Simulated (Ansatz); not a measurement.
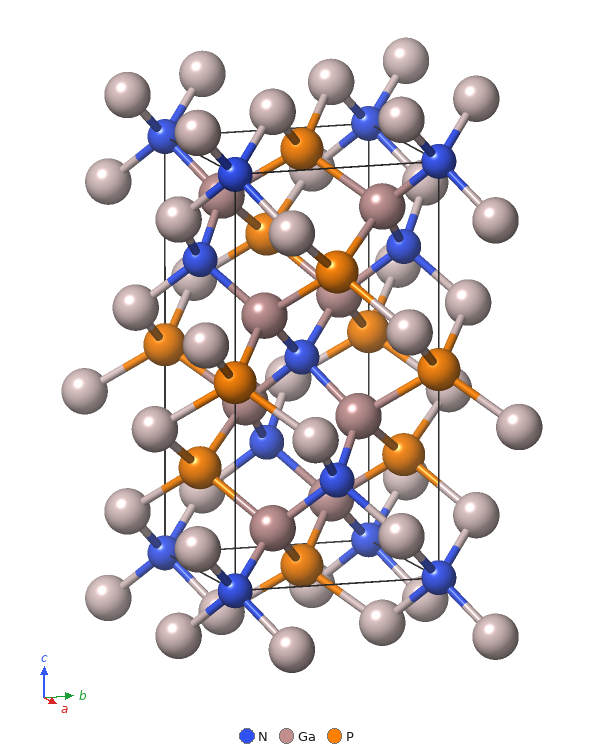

An orthographic ball-and-stick view of the structure, slightly off an axis. The conventional unit cell is outlined; an atom on or near a face, edge or corner is repeated at each equivalent position. Periodic images bonded to atoms of the box are shown as well, in fainter colours.

Ga2PN, space group I-42d (No. 122), a = 4.990 Å, b = 4.990 Å, c = 9.815 Å, α = 90.00°, β = 90.00°, γ = 90.00°. Origin of the cell: a structure type filled with these elements by a generator (whether the compound takes this form wasn't checked). Earlier steps of the study may have refined or changed the cell and positions. It was the input of a calculation with Ansatz.

This one geometry was computed with Ansatz (DFT, plane waves, PAW) at five levels of theory: HSE06, PBE with spin-orbit coupling, PBE0, r2SCAN and PBE. It was relaxed beforehand with r2SCAN.

> Which level gives the highest pressure at this volume, and what does that say about its equilibrium volume?

Highest: PBE with spin-orbit coupling (3.7 GPa) and PBE (3.7 GPa), which points to the largest equilibrium volume. Lowest, with the smallest volume: HSE06 (0.2 GPa), PBE0 (0.0 GPa) and r2SCAN (0.0 GPa). Levels within 0.5 GPa of each other can't be told apart.

> How does the band gap change with the level of theory?

PBE with spin-orbit coupling: a gap of 1.35 eV, direct; PBE: a gap of 1.35 eV, direct; r2SCAN: a gap of 1.77 eV, direct; HSE06: a gap of 2.34 eV, direct; PBE0: a gap of 3.00 eV, direct.

> Collect the results in a table.

| level | cutoff (eV) | k-mesh of the run's cell | gap (eV) | pressure (GPa) |
| --- | --- | --- | --- | --- |
| HSE06 | 420 | 4×4×4 | 2.34 | 0.2 |
| PBE with spin-orbit coupling | 420 | 8×8×8 | 1.35 | 3.7 |
| PBE0 | 420 | 4×4×4 | 3.00 | 0.0 |
| r2SCAN | 500 | 8×8×8 | 1.77 | 0.0 |
| PBE | 420 | 8×8×8 | 1.35 | 3.7 |

Gaps are taken on the k-mesh or band path of each run.
